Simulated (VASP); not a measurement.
Energy against volume of Li (bcc). Computed with PBEsol GGA, VASP's PBE PAW potentials (set 64) (plane waves; VASP 6.6.1).

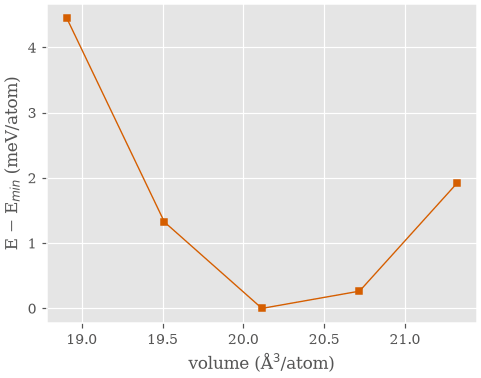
Figure. Energy against volume

Task: Estimate the equilibrium volume and the bulk modulus.

Result: The minimum lies near 20.3 Å³/atom, and the curvature gives B0 of about 14 GPa.

Measured: bulk modulus 13.8 GPa at 0 K (computed value off by -1.7 %), as given by H. Levämäki et al., Physical Review B (2014), arXiv:1402.3671 [corrected for temperature and zero-point phonon effects]; a 3.449 Å at 0 K (computed value off by -0.3 %), as given by Gábor I. Csonka et al., Physical Review B (2009), arXiv:0903.4037 [low-temperature or extrapolated to 0 K; zero-point anharmonic expansion removed].

The compound is Li in the bcc structure. It was relaxed first.
